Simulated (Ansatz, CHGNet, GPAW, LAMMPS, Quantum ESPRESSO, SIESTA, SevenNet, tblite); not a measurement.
## GPAW runs on amorphous polyacrylonitrile (as short chains C14N4H18) at 540 K (108 atoms)

Wanted: GPAW inputs and outputs for amorphous polyacrylonitrile (as short chains C14N4H18) at 540 K (108 atoms), checked against a plane-wave reference.

Method: the method is named at each step, in GPAW 26.7.0.

## 1. Set-up

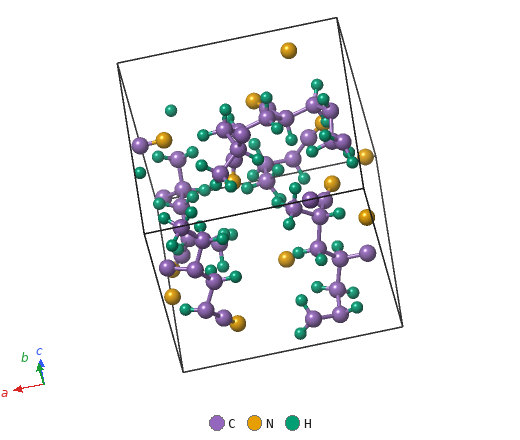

The starting structure, seen from a free direction (carbon purple, nitrogen orange, hydrogen teal). Bonds to atoms that aren't drawn are left out.

The cell holds 108 atoms: 42 C, 12 N and 54 H. Cell: a = 10.877 Å, b = 10.877 Å, c = 10.877 Å, α = 90.0°, β = 90.0°, γ = 90.0°. 3 polyacrylonitrile chains of 4 units with methyl end groups placed at random, at 0.938 g/cm³; overlaps pushed apart, then 20 ps at 800 K with MMFF94 bonds, angles, torsions, charges and radii (Halgren, J. Comput. Chem. 17, 490 (1996)) in harmonic and 12-6 forms. Snapshot after 30 ps at 540 K and fixed volume.

The yardstick, on the same geometry:

| Item | Value |
| --- | --- |
| method | Kohn-Sham DFT, PBE, SSSP efficiency 1.3.0 pseudopotentials, plane waves (Quantum ESPRESSO 7.5); sssp-pbe-1.3.0-efficiency, cutoffs 60/480 Ry, Γ point |
| r.m.s. force component | 1.089 eV/Å |
| longest force | 4.772 eV/Å |
| pressure | 1.539 GPa |
| gap (highest filled to lowest empty level) | 5.451 eV |
| time | 89 s on 4 MPI ranks of Arm Neoverse V1, shared host |
| CPU time | 5.9 min |

## 2. PBE, LCAO dzp, h 0.18 Å

Method: Kohn-Sham DFT, PBE, PAW, atomic orbitals (dzp).

run.py reads:

```python
import numpy as np
from ase.io import read
from gpaw import GPAW, FermiDirac
from ase.parallel import parprint as print

atoms = read("structure.xyz")
atoms.calc = GPAW(
    mode="lcao",
    basis="dzp",
    h=0.18,
    xc="PBE",
    kpts={"size": (1, 1, 1), "gamma": True},
    occupations=FermiDirac(0.05),
    maxiter=200,
    symmetry={"point_group": False},
    txt="gpaw.txt",
)
energy = atoms.get_potential_energy(force_consistent=True)
forces = atoms.get_forces()
print(f"energy {energy:.6f} eV")
print("forces (eV/A)")
for i, (a, f) in enumerate(zip(atoms, forces)):
    print(f"{i:4d} {a.symbol:2s} {f[0]:10.5f} {f[1]:10.5f} {f[2]:10.5f}")
print(f"Fermi level {atoms.calc.get_fermi_level():.4f} eV")
for k in range(len(atoms.calc.get_ibz_k_points())):
    for s in range(atoms.calc.get_number_of_spins()):
        e = atoms.calc.get_eigenvalues(kpt=k, spin=s)
        n = np.searchsorted(e, atoms.calc.get_fermi_level())
        print(f"k {k} spin {s} levels about the Fermi level:", np.round(e[max(n - 6, 0):n], 4).tolist(), "|", np.round(e[n:n + 6], 4).tolist())
```

structure.xyz reads:

```xyz
108
Lattice="10.87734 0.00000 0.00000 0.00000 10.87734 0.00000 0.00000 0.00000 10.87734" Properties=species:S:1:pos:R:3 pbc="T T T"
C 5.18719 3.07818 8.16421
C 5.16500 2.66952 9.55030
C 3.82469 2.20277 9.92285
C 2.83039 3.28583 10.13181
N 1.97000 4.06334 10.21665
C 4.10870 1.49281 0.38038
C 2.83681 0.82657 0.87008
C 2.68355 10.37220 0.38201
N 2.66451 9.37213 10.69841
C 2.78884 0.89444 2.37909
C 2.31948 2.15230 3.20436
C 0.94328 2.40117 2.98866
N 10.63902 2.38790 2.81332
C 3.19946 3.45366 3.02858
C 2.77394 4.71293 3.94064
C 2.46905 4.28904 5.22743
N 1.99262 4.12219 6.29809
C 3.88332 5.78751 3.87103
H 4.48843 3.93151 8.00061
H 6.15940 3.30856 7.79198
H 4.73839 2.27956 7.53854
H 5.46847 3.47216 10.28170
H 5.89856 1.87395 9.68323
H 3.49902 1.46170 9.19244
H 4.48940 2.16165 1.12874
H 4.90253 0.70170 0.30924
H 1.94280 1.34574 0.66276
H 2.11564 0.07005 2.67583
H 3.74159 0.77294 2.90120
H 2.38083 1.80847 4.28578
H 3.11070 3.80152 2.00197
H 4.19474 3.23644 3.20294
H 1.79443 5.13149 3.53796
H 3.59474 6.75929 4.29981
H 4.22389 5.96785 2.82626
H 4.64158 5.61499 4.60949
C 0.82940 8.40851 5.17435
C 1.42439 7.39452 6.20715
C 1.22794 7.90978 7.65547
C 10.63086 7.91033 7.95308
N 9.44327 7.92305 7.97744
C 2.03036 7.20569 8.81956
C 3.49913 6.99043 8.54382
C 4.33897 6.52771 9.71999
N 4.95811 6.23946 10.64478
C 4.31526 8.09948 7.88248
C 5.78914 7.84039 7.61958
C 6.31506 6.63746 6.94420
N 6.62278 5.68830 6.37499
C 6.38500 9.02493 6.92593
C 5.85147 9.13729 5.46945
C 5.45466 10.49990 5.16652
N 5.00847 0.73792 5.03338
C 6.92832 8.76724 4.48353
H 0.56562 7.92523 4.19887
H 10.76900 8.84676 5.50480
[... 48 atom lines left out ...]
H 9.95995 3.24569 4.95615
H 7.61044 3.52328 5.08907
H 7.34231 2.06920 6.15842
H 8.02378 1.85665 4.47635
```

The run is started by

```
$ OMP_NUM_THREADS=1 mpirun -np 2 gpaw python run.py > output.txt
```

Output:

```text
energy -644.555331 eV
forces (eV/A)
   0 C    -1.52425    0.87791   -1.91895
   1 C     1.47763    1.29914    0.87401
   2 C     0.17984   -0.42790    2.22468
   3 C     1.44862   -1.84256   -0.88831
   4 N    -1.26889    1.59772    0.45251
   5 C    -1.07583   -1.38844   -0.95989
   6 C     1.18631    0.71701    2.23668
   7 C     0.21216    2.46920    0.96352
   8 N    -0.02089   -3.52657   -1.75151
   9 C    -0.32285   -0.41225    2.16340
  10 C     1.73720    0.42941    0.11429
  11 C    -3.40565   -0.05427   -0.61140
  12 N     1.23040    0.39974    0.10757
  13 C    -3.43469    0.74531    0.35183
  14 C     0.68824   -0.17810   -3.56305
  15 C    -1.19164   -0.19703    3.07040
  16 N     0.37171   -0.34477    0.25130
  17 C    -0.85741    0.43594   -0.18703
  18 H     0.23247    0.22818   -0.15944
  19 H     1.35472    0.54595   -0.70220
  20 H     0.16743   -0.24387   -0.32197
  21 H     0.07007   -0.07521   -0.40435
  22 H     0.36064   -0.73179    0.35362
  23 H    -0.81504   -0.34754   -0.59044
[...]
100 H     0.84356    0.31757   -0.02712
 101 H    -0.08401   -0.65713   -0.04970
 102 H     0.05407   -0.34061   -0.21422
 103 H    -0.61984   -0.01418    0.42924
 104 H    -0.51072   -0.02870    0.86404
 105 H    -1.04696    0.38785   -0.26182
 106 H    -0.29587   -0.05410    0.21345
 107 H    -0.31444    0.44267    0.47129
Fermi level -1.2476 eV
k 0 spin 0 levels about the Fermi level: [-3.1121, -3.0912, -2.967, -2.947, -2.8897, -2.8275] | [2.8643, 3.1414, 3.2569, 3.3268, 3.3555, 3.3924]
```

gpaw.txt:

```text
Input parameters:
  mode=LCAO(),
  basis={'default': 'dzp'},
  h=0.18,
  kpts=MonkhorstPack(size=(1, 1, 1), gamma=True),
  maxiter=200,
  occupations=Occupations(name='fermi-dirac', width=0.05, fixmagmom=False),
  symmetry=Symmetry(point_group=False),
  xc=XC(name='PBE')
Unit cell  # Å
| periodic |         x |         y |         z |   lengths |    angles |
|----------|-----------|-----------|-----------|-----------|-----------|
|      yes | 10.877340 |  0.000000 |  0.000000 | 10.877340 | 90.000000 |
|      yes |  0.000000 | 10.877340 |  0.000000 | 10.877340 | 90.000000 |
|      yes |  0.000000 |  0.000000 | 10.877340 | 10.877340 | 90.000000 |
Number of symmetries: 1
Symmetry operations  # r_c * U_cc + t_c -> r_c
|   | kind |            matrix            |
|---|------|------------------------------|
| 0 |  E   |  1, 0, 0,  0, 1, 0,  0, 0, 1 |
BZ-sampling:
  Number of BZ points: 1
  Number of IBZ points: 1
  Monkhorst-Pack size: [1, 1, 1]
  Monkhorst-Pack shift: [0, 0, 0]
[... lines left out ...]
        l=0, rc=3.6094 Bohr: 1s-dz split-valence wave
        l=1, rc=6.4219 Bohr: p-type Gaussian polarization
      Number of RI-basis functions 0
Reference energy: -61615.507662  # eV
eigensolver:
density mixing:
  MSR1-Mixer
occupation numbers:
  Fermi-Dirac:
    width: 0.0500  # eV
FastPoissonSolver using
    Stencil: 6*3+1=19 point O(h^6) finite-difference Laplacian
xc functional:
  name: PBE with 2 nearest neighbor stencil
interpolation: tri-quintic # 5. degree polynomial
Initialization done in: 4.685 s
convergence criteria:
- Maximum [total energy] change in last 3 cyles: 0.0005 eV / valence electron
- Maximum integral of absolute [dens]ity change: 0.0001 electrons / valence electron
- Maximum integral of absolute [eigenst]ate change: 4e-08 eV^2 / valence electron
maximum number of iterations: 200
SCF iterations
|iter     |      energy | eigst |  dens |
|---------|-------------|-------|-------|
|iter:   1| -668.072657 |      c|       |
|iter:   2| -663.535169 |      c| -0.76 |
|iter:   3| -646.838948 |      c| -0.80 |
|iter:   4| -645.907054 |      c| -1.26 |
|iter:   5| -644.561544 |      c| -1.56 |
|iter:   6| -644.563663 |      c| -2.09 |
|iter:   7| -644.555443c|      c| -2.50 |
|iter:   8| -644.555373c|      c| -2.96 |
|iter:   9| -644.555351c|      c| -3.43 |
|iter:  10| -644.555330c|      c| -3.72 |
|iter:  11| -644.555331c|      c| -4.27c|
Converged in 11 steps
SCF loop duration: 38.424 s (3.493 s/step)
Energy contributions relative to reference atoms: (reference = -61615.507662)
Energy contributions:
  Kinetic:         528.997920
  Coulomb:        -587.796479
  Zero:              5.723575
  External:          0.000000
  Xc:             -591.480347
  Entropy:          -0.000000
  Spinorbit:         0.000000
  ----------------------------
  Free energy:    -644.555331
  Extrapolated:   -644.555331
dipole moment: (42.144017, 2.622732, -6.984060)  # |e|*Ang
Fermi level: -1.248
Eigenvalues  # (at kpt = [0.000, 0.000, 0.000])
| band index |      eig [eV] | occ [0-2] |
|------------|---------------|-----------|
|          0 |       -19.197 |     2.000 |
|        ... |               |           |
|        133 |        -3.255 |     2.000 |
|        134 |        -3.181 |     2.000 |
[...]
|        148 |         3.604 |     0.000 |
|        ... |               |           |
|        173 |         5.838 |     0.000 |
Gap: 5.692 eV
Transition (v -> c):
  (s=0, k=0, n=140, [0.00, 0.00, 0.00]) -> (s=0, k=0, n=141, [0.00, 0.00, 0.00])
No difference between direct/indirect transitions
Force computation time: 6.862  # s
```

Run time: 52 s. Hardware: 2 MPI ranks of Arm Neoverse V1, shared host; peak memory 1.3 GiB; 1.7 min of CPU time.

Banners, paths, timers and routine set-up lines are dropped from the logs unmarked, and long logs keep their key lines alone; longer cuts are marked.

Numbers from this run, and their distance from the reference:

```
r.m.s. force component                           : 1.237 eV/Å
r.m.s. difference of force components            : 550.8 meV/Å
longest difference of force vectors              : 2326 meV/Å
force difference over r.m.s. force               : 50.56 %
slope of forces against the reference's          : 1.017
correlation of force components                  : 0.8955
gap (highest filled to lowest empty level) : 5.692 eV
gap difference                                   : 0.2405 eV
```

This run lies far from the reference in forces at the same functional.

Length of the force difference by element (eV/Å):

| element | atoms | mean | most |
| --- | --- | --- | --- |
| C | 42 | 0.73 | 1.8 |
| H | 54 | 0.53 | 0.76 |
| N | 12 | 2.0 | 2.3 |

Levels nearest the highest filled one (eV from it): -0.28, -0.26, -0.14, -0.12, -0.06, 0.00, 5.69, 5.97, 6.08, 6.15, 6.18, 6.22.

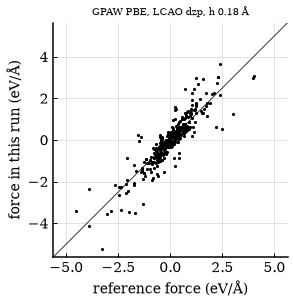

Force components against those of the reference; the line marks equality.

A closer look about N81, one of the 12 N atoms: 9 atoms, nearest first, numbered in the order of the input, with positions taken from that point.

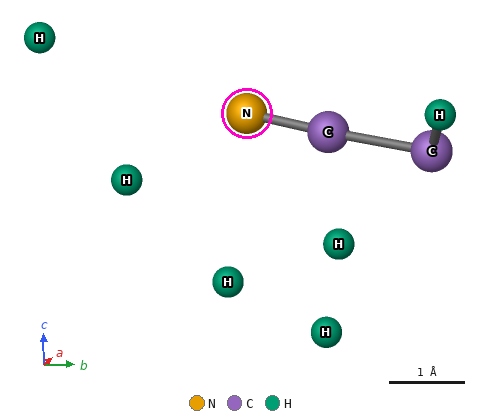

The atoms of the table, within 3.2 Å (arrows a, b, c point along x, y, z); some may hide others; the central atom is ringed.

| atom | x | y | z | distance (Å) | bonds | Fx | Fy | Fz (eV/Å) |
| --- | --- | --- | --- | --- | --- | --- | --- | --- |
| N81 | 0.00 | 0.00 | 0.00 | 0.00 | 1 | 0.19 | 0.60 | -0.20 |
| C80 | 0.56 | 1.00 | -0.32 | 1.19 | 2 | 0.14 | -0.85 | -0.31 |
| C79 | 1.26 | 2.27 | -0.66 | 2.68 | 4 | -2.54 | -1.49 | -1.60 |
| H23 | -1.85 | 0.07 | -2.01 | 2.74 | 1 | 0.36 | -0.73 | 0.35 |
| H26 | -2.85 | -1.10 | -0.51 | 3.09 | 1 | -0.15 | 0.31 | -0.40 |
| H99 | 2.23 | 2.21 | -0.30 | 3.15 | 1 | 3.00 | -0.64 | 1.44 |
| H22 | -2.28 | 1.67 | -1.41 | 3.16 | 1 | 0.07 | -0.08 | -0.40 |
| H93 | 0.79 | -2.96 | 0.87 | 3.18 | 1 | 0.64 | -0.44 | -0.19 |
| H102 | 0.51 | 0.95 | -3.02 | 3.20 | 1 | -0.08 | -0.66 | -0.05 |

Atoms are counted from 1 here, from 0 in the log.

Forces lie 51 % from the reference's, at 0.29 times its CPU time (on 2 against 4 cores).

The difference per atom is largest on N (2.0 eV/Å on average, against 0.73 on C).

## 3. PBE, LCAO sz(dzp), h 0.18 Å

Method: Kohn-Sham DFT, PBE, PAW, atomic orbitals (sz(dzp)).

Edit run.py of step 2 so:

```diff
@@ -3,3 +3,2 @@
 from gpaw import GPAW, FermiDirac
-from ase.parallel import parprint as print
 
@@ -8,3 +7,3 @@
     mode="lcao",
-    basis="dzp",
+    basis="sz(dzp)",
     h=0.18,
```

structure.xyz is that of step 2.

The run is started by

```
$ OMP_NUM_THREADS=1 python run.py > output.txt
```

Output:

```text
energy -530.450531 eV
forces (eV/A)
   0 C    -1.70866    0.66190   -0.86960
   1 C     0.60322    1.44029    0.87289
   2 C     0.36221    0.14837    3.30404
   3 C     7.11304   -6.84887   -1.22281
   4 N    -8.12200    7.63079    1.07116
   5 C    -2.58208   -1.34993   -2.07723
   6 C     3.07805    1.05973    2.63984
   7 C     0.34026    8.59678    4.72589
   8 N    -0.32425  -11.82606   -6.36884
   9 C    -0.54086    1.34599    0.99750
  10 C     3.16691    0.91099   -1.28487
  11 C     2.28960    0.50622    0.16987
[...]
103 H    -2.46348    1.95986   -0.20102
 104 H     0.69084    0.90001   -1.00777
 105 H    -1.96380    2.93701   -0.93341
 106 H    -1.83196   -1.13930    2.09615
 107 H    -0.17455   -0.93982   -1.39700
Fermi level -0.8246 eV
k 0 spin 0 levels about the Fermi level: [-4.4866, -4.4518, -4.421, -4.3491, -4.2891, -4.0443] | [1.9688, 1.9982, 2.1754, 2.2379, 2.3015, 2.3706]
```

gpaw.txt:

```text
Input parameters:
  mode=LCAO(),
  basis={'default': 'sz(dzp)'},
  h=0.18,
  kpts=MonkhorstPack(size=(1, 1, 1), gamma=True),
  maxiter=200,
  occupations=Occupations(name='fermi-dirac', width=0.05, fixmagmom=False),
  symmetry=Symmetry(point_group=False),
  xc=XC(name='PBE')
[... lines left out ...]
  Fermi-Dirac:
[... lines left out ...]
convergence criteria:
- Maximum [total energy] change in last 3 cyles: 0.0005 eV / valence electron
[... lines left out ...]
Converged in 10 steps
[... lines left out ...]
  Free energy:    -530.450531
[... lines left out ...]
Fermi level: -0.825
[... lines left out ...]
|          0 |       -21.922 |     2.000 |
|        ... |               |           |
|        133 |        -4.598 |     2.000 |
|        134 |        -4.577 |     2.000 |
[...]
|        148 |         2.517 |     0.000 |
|        ... |               |           |
|        173 |         6.817 |     0.000 |
Gap: 6.013 eV
Transition (v -> c):
  (s=0, k=0, n=140, [0.00, 0.00, 0.00]) -> (s=0, k=0, n=141, [0.00, 0.00, 0.00])
No difference between direct/indirect transitions
Force computation time: 3.240  # s
timing:  # [seconds]
  Total:  33.280  # ━━━━━━━━━━━━━━━━━━━━━━━━━━━━━━━━━━━━━━━━━━━━━━━━━━━━━━━━━
  Init:    6.853  # ━━━━━━━━━━━╸
  SCF:    23.159  # ━━━━━━━━━━━━━━━━━━━━━━━━━━━━━━━━━━━━━━━╸
  Forces:  3.240  # ━━━━━╸
```

Wall time 35 s (1 thread); peak memory 0.85 GiB.

Numbers from this run, and their distance from the reference:

```
r.m.s. force component                           : 3.238 eV/Å
r.m.s. difference of force components            : 3054 meV/Å
longest difference of force vectors              : 11810 meV/Å
force difference over r.m.s. force               : 280.3 %
slope of forces against the reference's          : 0.9875
correlation of force components                  : 0.3322
gap (highest filled to lowest empty level) : 6.013 eV
gap difference                                   : 0.5618 eV
```

This is a coarse setting, run to see what it loses.

Against the first run (51 %), the force difference from the reference is 280 %, at 0.33 times the CPU time (on 1 against 2 cores), with 270 basis functions against 972: the smaller basis costs accuracy.

The difference per atom is largest on N (11 eV/Å on average, against 4.0 on C).

## 4. PBE, grid h 0.18 Å

Method: Kohn-Sham DFT, PBE, PAW, finite differences on a real-space grid.

Edit run.py of step 3 so:

```diff
@@ -3,2 +3,3 @@
 from gpaw import GPAW, FermiDirac
+from ase.parallel import parprint as print
 
@@ -6,4 +7,3 @@
 atoms.calc = GPAW(
-    mode="lcao",
-    basis="sz(dzp)",
+    mode="fd",
     h=0.18,
@@ -14,2 +14,3 @@
     symmetry={"point_group": False},
+    nbands=172,
     txt="gpaw.txt",
```

structure.xyz is that of step 3.

The run is started by

```
$ OMP_NUM_THREADS=1 mpirun -np 2 gpaw python run.py > output.txt
```

Output:

```text
energy -665.886640 eV
forces (eV/A)
   0 C    -1.44244    0.90132   -2.05301
   1 C     1.59832    1.23930    0.90133
   2 C     0.08640   -0.44113    2.00088
   3 C     0.15397   -0.74290   -0.77106
   4 N     0.34339    0.15062    0.25811
   5 C    -0.81381   -1.36749   -0.67306
   6 C     0.75680    0.61867    2.08643
   7 C     0.25060    1.02687    0.03376
   8 N     0.03525   -1.51714   -0.56791
   9 C    -0.20224   -0.73888    2.36794
  10 C     1.22594    0.41623    0.34463
  11 C    -4.59434   -0.20436   -0.79488
  12 N     3.08103    0.38716    0.38520
  13 C    -2.86051    0.71265    0.01454
  14 C     0.31335   -0.17000   -3.06145
  15 C    -1.81853   -0.24318    4.10276
  16 N     1.18004   -0.06724   -1.54921
  17 C    -0.56961    0.73148   -0.04629
  18 H     0.51926   -0.10384   -0.09675
  19 H     0.81509    0.41168   -0.49827
  20 H     0.36901    0.08851   -0.04800
  21 H    -0.03616   -0.37363   -0.66146
  22 H     0.02300   -0.35318    0.28026
  23 H    -0.66230    0.01008   -0.21198
[...]
100 H     0.41432    0.02267    0.00913
 101 H     0.37773   -0.44024   -0.08680
 102 H    -0.37440   -0.55213   -0.22155
 103 H    -0.29951   -0.43161    0.54471
 104 H    -0.70302   -0.16944    1.18892
 105 H    -0.87525   -0.10167   -0.12764
 106 H    -0.02134    0.15958   -0.14133
 107 H    -0.34082    0.67812    0.80920
Fermi level -1.4196 eV
k 0 spin 0 levels about the Fermi level: [-3.1142, -3.0761, -2.9559, -2.9418, -2.8762, -2.8009] | [2.6487, 3.0061, 3.0706, 3.1463, 3.1989, 3.2537]
```

gpaw.txt:

```text
Input parameters:
  mode=FD(),
  h=0.18,
  kpts=MonkhorstPack(size=(1, 1, 1), gamma=True),
  maxiter=200,
  nbands=172,
  occupations=Occupations(name='fermi-dirac', width=0.05, fixmagmom=False),
  symmetry=Symmetry(point_group=False),
  xc=XC(name='PBE')
Diagonalizing LCAO Hamiltonian
Converting LCAO to fd mode
        .--------------------------.
       /|     N                    |
[... lines left out ...]
  Converge bands: occupied
[... lines left out ...]
  Fermi-Dirac:
[... lines left out ...]
convergence criteria:
- Maximum [total energy] change in last 3 cyles: 0.0005 eV / valence electron
[... lines left out ...]
Converged in 17 steps
[... lines left out ...]
  Kinetic:         679.334782
  Coulomb:        -746.632903
  Zero:              8.335962
  External:          0.000000
  Xc:             -606.924481
  Entropy:          -0.000000
  Spinorbit:         0.000000
  ----------------------------
  Free energy:    -665.886640
  Extrapolated:   -665.886640
dipole moment: (42.095957, 2.593616, -6.620882)  # |e|*Ang
Fermi level: -1.420
Eigenvalues  # (at kpt = [0.000, 0.000, 0.000])
| band index |      eig [eV] | occ [0-2] |
|------------|---------------|-----------|
|          0 |       -18.992 |     2.000 |
|        ... |               |           |
|        133 |        -3.253 |     2.000 |
|        134 |        -3.173 |     2.000 |
[...]
|        148 |         3.367 |     0.000 |
|        ... |               |           |
|        171 |         5.161 |     0.000 |
Gap: 5.450 eV
Transition (v -> c):
  (s=0, k=0, n=140, [0.00, 0.00, 0.00]) -> (s=0, k=0, n=141, [0.00, 0.00, 0.00])
No difference between direct/indirect transitions
Force computation time: 1.339  # s
```

Wall time 2.3 min (2 MPI ranks); peak memory 2.1 GiB; 4.6 min of CPU time.

Numbers from this run, and their distance from the reference:

* r.m.s. force component: 1.092 eV/Å
* r.m.s. difference of force components: 31.19 meV/Å
* longest difference of force vectors: 185.3 meV/Å
* force difference over r.m.s. force: 2.863 %
* slope of forces against the reference's: 1.002
* correlation of force components: 0.9996
* gap (highest filled to lowest empty level): 5.45 eV
* gap difference: -0.0017 eV

Against the first run (51 %), the force difference from the reference is 2.9 %, at 2.7 times the CPU time (17 SCF steps against 11).

(Continued in part 2 of 2.)

[Also dropped from logs without a mark: logging warnings of Python, and SIESTA's first energy breakdown and zero terms.]

[Logs are printed without paths, hosts, clocks, repeated set-up lines and the standing remarks that a program may print on its own settings, such as how far it seeks lower states.]

[Hosts, paths, dates, database ids (printed as entryN), source tags and the programs' standing remarks are cut or masked in the printed files.]

[The MMFF94 radii named for the starting cell were scaled by 0.96; in molecules described by MMFF94, hydrogen bound to N, O or S took a small fixed 12-6 site in their place.]
